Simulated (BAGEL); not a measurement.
# C2H6SSi (SMILES C[Si]SC) at PBE0/def2-SVP (density fitting with qzvpp-jkfit)

Aim: the energy change on altering one bond length of C2H6SSi at PBE0/def2-SVP (density fitting with qzvpp-jkfit), from 2 runs. 

Program for the calculation: BAGEL 1.2.2.

**1. The structure to begin with**

C2H6SSi has 10 atoms, charge 0, and is taken as a singlet. SMILES: `C[Si]SC`. The coordinates come from a PBE0-D4/def2-TZVP relaxation. This is one conformer, not always the lowest.

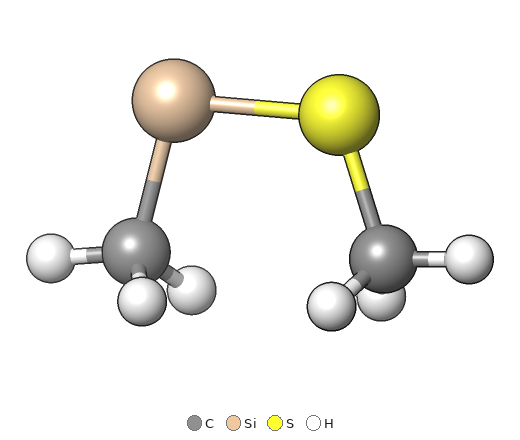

Viewed from a chosen angle; carbon grey, silicon light orange, sulfur yellow, hydrogen white.

**2. A single-point energy at PBE0/def2-SVP (density fitting with qzvpp-jkfit)**

Contents of input.json:

```json
{ "bagel" : [

{
  "title" : "molecule",
  "basis" : "svp",
  "df_basis" : "qzvpp-jkfit",
  "angstrom" : true,
  "geometry" : [
    { "atom" : "C", "xyz" : [      -0.474500,       1.498000,       0.212000 ] },
    { "atom" : "Si", "xyz" : [      -1.532200,       0.664600,      -1.131800 ] },
    { "atom" : "S", "xyz" : [      -0.684600,      -1.277500,      -1.197000 ] },
    { "atom" : "C", "xyz" : [       0.678400,      -1.448200,      -0.013100 ] },
    { "atom" : "H", "xyz" : [      -0.563800,       0.976000,       1.171000 ] },
    { "atom" : "H", "xyz" : [       0.587400,       1.503400,      -0.056300 ] },
    { "atom" : "H", "xyz" : [      -0.795200,       2.531900,       0.356400 ] },
    { "atom" : "H", "xyz" : [       0.331700,      -1.277900,       1.005200 ] },
    { "atom" : "H", "xyz" : [       1.483700,      -0.753100,      -0.246400 ] },
    { "atom" : "H", "xyz" : [       1.052300,      -2.468400,      -0.097000 ] }
  ]
},

{
  "title" : "ks",
  "xc_func" : "pbe0",
  "charge" : 0
},

{
  "title" : "print",
  "file" : "orbitals.molden",
  "orbitals" : true
}

]}
```

The run is started by

```
$ BAGEL_NUM_THREADS=1 BAGEL input.json > input.out
```

Standard output:

```text
* using 1 threads per process

  ===============================================================
  ===============================================================

  *** Geometry ***

  { "atom" : "C", "xyz" : [     -0.896675,      2.830810,      0.400622 ] },
  { "atom" : "Si", "xyz" : [     -2.895438,      1.255912,     -2.138792 ] },
  { "atom" : "S", "xyz" : [     -1.293707,     -2.414125,     -2.262002 ] },
  { "atom" : "C", "xyz" : [      1.281990,     -2.736701,     -0.024755 ] },
  { "atom" : "H", "xyz" : [     -1.065428,      1.844373,      2.212869 ] },
  { "atom" : "H", "xyz" : [      1.110025,      2.841014,     -0.106392 ] },
  { "atom" : "H", "xyz" : [     -1.502710,      4.784598,      0.673498 ] },
  { "atom" : "H", "xyz" : [      0.626822,     -2.414881,      1.899553 ] },
  { "atom" : "H", "xyz" : [      2.803787,     -1.423153,     -0.465629 ] },
  { "atom" : "H", "xyz" : [      1.988559,     -4.664600,     -0.183303 ] },

  Number of auxiliary basis functions:      514

  Since a DF basis is specified, we compute 2- and 3-index integrals:
    o Being stored without compression. Storage requirement is 0.036 GB

  Number of basis functions:       94
  Number of electrons      :       48

    * METHOD: MOLECULE                             0.29

  *** Kohn-Sham DFT ***

    * Removing 18685 points whose weight is below 1.00e-10
    * Grid points: 130375

  === Nuclear Repulsion ===
   202.3354836625

       - DIIS with orbital gradients will be used.

  === KS iteration (pbe0 / svp) ===
      0       -709.15962414          0.12716292           0.57
      1       -622.45216893          0.18451986           0.53
      2       -698.89054593          0.07688434           0.53
      3       -739.67731031          0.10662052           0.52
      4       -751.84612793          0.09267021           0.53
      5       -747.71105812          0.09265471           0.52
      6       -750.30006458          0.09420717           0.52
      7       -750.95525940          0.09303185           0.52
      8       -709.18071165          0.12753390           0.52
      9       -766.24751118          0.02604004           0.52
     10       -766.56069644          0.01599462           0.53
     11       -766.83091769          0.00698360           0.52
     12       -766.85422429          0.00280817           0.52
     13       -766.86090860          0.00052038           0.52
     14       -766.86106788          0.00009401           0.53
     15       -766.86107194          0.00006032           0.52
     16       -766.86107397          0.00000701           0.52
     17       -766.86107400          0.00000127           0.53
     18       -766.86107401          0.00000060           0.52
     19       -766.86107401          0.00000012           0.52
     20       -766.86107401          0.00000007           0.52
     21       -766.86107401          0.00000002           0.52
     22       -766.86107401          0.00000000           0.52
    * SCF iteration converged.

    * Permanent dipole moment:
           (   -0.789872,    -0.129345,    -0.786584) a.u.

    * METHOD: KS                                  12.94

    * METHOD: PRINT                                0.02

  ===============================================================
```

It took 14 s on 1 thread of Arm Neoverse V1, shared host; peak memory 0.57 GiB.

**3. The distorted shape**

Contents of dft.json:

```json
{ "bagel": [

{
  "title": "molecule",
  "basis": "svp",
  "df_basis": "qzvpp-jkfit",
  "angstrom": true,
  "geometry": [
    { "atom": "C", "xyz": [   -0.773611,    2.314135,    0.279118 ] },
    { "atom": "Si", "xyz": [   -1.831311,    1.480735,   -1.064682 ] },
    { "atom": "S", "xyz": [   -0.983711,   -0.461365,   -1.129882 ] },
    { "atom": "C", "xyz": [    0.379289,   -0.632065,    0.054018 ] },
    { "atom": "H", "xyz": [   -0.862911,    1.792135,    1.238118 ] },
    { "atom": "H", "xyz": [    0.288289,    2.319535,    0.010818 ] },
    { "atom": "H", "xyz": [   -1.094311,    3.348035,    0.423518 ] },
    { "atom": "H", "xyz": [    0.032589,   -0.461765,    1.072318 ] },
    { "atom": "H", "xyz": [    1.184589,    0.063035,   -0.179282 ] },
    { "atom": "H", "xyz": [    1.052300,   -2.468400,   -0.097000 ] }
  ]
},
{
  "title": "ks",
  "xc_func": "pbe0"
},
{
  "title": "print",
  "file": "orbitals.molden",
  "orbitals": true
}

]}
```

The run is started by

```
$ BAGEL_NUM_THREADS=1 BAGEL dft.json > dft.out
```

Standard output:

```text
* using 1 threads per process

  ===============================================================
  ===============================================================

  *** Geometry ***

  { "atom" : "C", "xyz" : [     -1.461913,      4.373081,      0.527457 ] },
  { "atom" : "Si", "xyz" : [     -3.460676,      2.798184,     -2.011957 ] },
  { "atom" : "S", "xyz" : [     -1.858944,     -0.871853,     -2.135168 ] },
  { "atom" : "C", "xyz" : [      0.716752,     -1.194430,      0.102079 ] },
  { "atom" : "H", "xyz" : [     -1.630665,      3.386644,      2.339704 ] },
  { "atom" : "H", "xyz" : [      0.544787,      4.383286,      0.020443 ] },
  { "atom" : "H", "xyz" : [     -2.067948,      6.326869,      0.800333 ] },
  { "atom" : "H", "xyz" : [      0.061584,     -0.872609,      2.026387 ] },
  { "atom" : "H", "xyz" : [      2.238549,      0.119119,     -0.338794 ] },
  { "atom" : "H", "xyz" : [      1.988559,     -4.664600,     -0.183303 ] },

  Number of auxiliary basis functions:      514

  Since a DF basis is specified, we compute 2- and 3-index integrals:
    o Being stored without compression. Storage requirement is 0.036 GB

  Number of basis functions:       94
  Number of electrons      :       48

    * METHOD: MOLECULE                             0.29

  *** Kohn-Sham DFT ***

    * Removing 17828 points whose weight is below 1.00e-10
    * Grid points: 131232

  === Nuclear Repulsion ===
   199.6154271003

       - DIIS with orbital gradients will be used.

  === KS iteration (pbe0 / svp) ===
      0       -708.84122286          0.12106719           0.57
      1       -621.89619870          0.17969221           0.52
      2       -699.00261710          0.07090587           0.53
      3       -736.13553661          0.11253944           0.53
      4       -747.52053495          0.09341474           0.53
      5       -744.66784885          0.09725222           0.53
      6       -745.60698781          0.09536944           0.52
      7       -746.57116805          0.09276204           0.53
      8       -709.04894909          0.12274513           0.52
      9       -763.17343663          0.05326175           0.53
     10       -766.20299183          0.02512090           0.53
     11       -766.65396574          0.00886315           0.52
     12       -766.71631209          0.00440496           0.52
     13       -766.71424276          0.00493817           0.52
     14       -766.73334343          0.00090645           0.53
     15       -766.73395228          0.00028622           0.53
     16       -766.73400726          0.00012120           0.52
     17       -766.73401911          0.00001918           0.53
     18       -766.73401922          0.00001097           0.52
     19       -766.73401934          0.00000417           0.53
     20       -766.73401935          0.00000249           0.52
     21       -766.73401935          0.00000058           0.52
     22       -766.73401935          0.00000011           0.52
     23       -766.73401935          0.00000004           0.53
     24       -766.73401935          0.00000002           0.53
     25       -766.73401935          0.00000001           0.52
    * SCF iteration converged.

    * Permanent dipole moment:
           (   -0.486108,    -0.569669,    -0.694716) a.u.

    * METHOD: KS                                  14.57

    * METHOD: PRINT                                0.02

  ===============================================================
```

It took 15 s on 1 thread of Arm Neoverse V1, shared host; peak memory 0.57 GiB.

**4. Outcome**

At PBE0/def2-SVP (density fitting with qzvpp-jkfit):

| quantity | value |
| --- | --- |
| first shape: total energy | -766.86107 Eh |
| first shape: dipole moment | 2.85 D |
| first shape: HOMO energy | -6.32 eV |
| first shape: LUMO energy | -1.85 eV |
| first shape: HOMO–LUMO gap | 4.47 eV |
| distorted shape: total energy | -766.73402 Eh |
| distorted shape: dipole moment | 2.60 D |
| distorted shape: HOMO energy | -6.52 eV |
| distorted shape: LUMO energy | -2.13 eV |
| distorted shape: HOMO–LUMO gap | 4.39 eV |
| energy change with the C4–H10 bond stretched from 1.090 to 1.962 Å | 3.457 eV |

**Reading.** With the C4–H10 bond stretched from 1.090 to 1.962 Å the energy rises by 3.46 eV (334 kJ/mol). The first shape isn't relaxed at this level, so the change isn't measured from a minimum. A restricted reference can't describe the breaking bond well at this length.
